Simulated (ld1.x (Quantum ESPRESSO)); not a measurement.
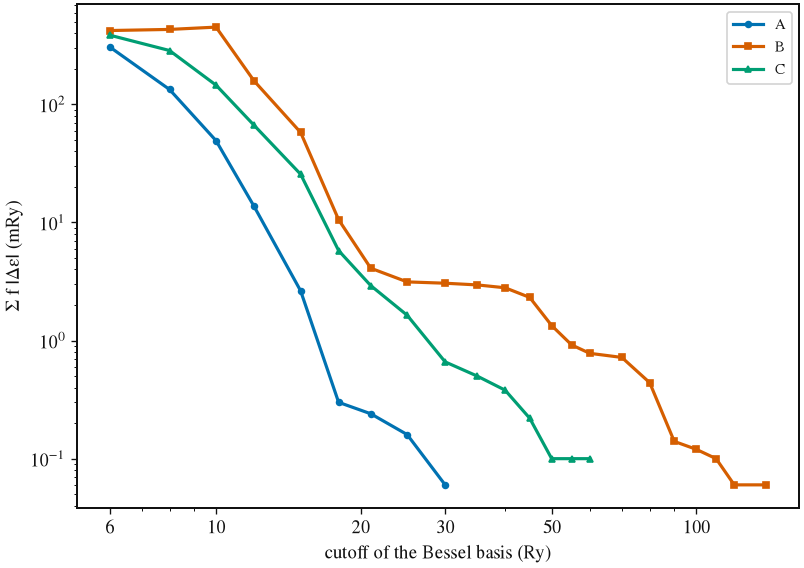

The occupation-weighted error of the valence levels in a spherical-Bessel basis for 3 variants of one potential.

Base settings:

```yaml
element: hafnium (Hf)
generator: ld1.x (Quantum ESPRESSO) 7.5
type: norm-conserving Troullier–Martins (Kleinman–Bylander form)
functional: PBE
relativity: scalar-relativistic
frozen_core: [Xe] 4f14
valence_charge: 4
reference_configuration: 5d2 6s2 6p0
partial_waves: 6s (bound): rc 2.25 bohr; 6p (bound, empty): rc 4.20 bohr; 5d (bound): rc 3.05 bohr
local_potential: the d channel
core_correction: none
```

Match the curves to these variants:
1. base
2. all radii scaled by 1.22 (s 2.74, p 5.12, d 3.72 bohr)
3. waves 6s (bound): rc 2.02 bohr

A = 2, B = 3, C = 1.

What did the other tests of these runs give?

A: loose cutoff 15 Ry; bound ghosts s; largest test error +311 meV. B: loose cutoff 21 Ry; bound ghosts s; largest test error +338 meV. C: loose cutoff 18 Ry; bound ghosts s; largest test error +303 meV. The loose cutoff is the first of the cutoffs, on a coarse ladder, from which the occupation-weighted sum of valence levels, in a spherical-Bessel basis at the reference potential, stays within 10 and 1 mRy of its value at 400 Ry.
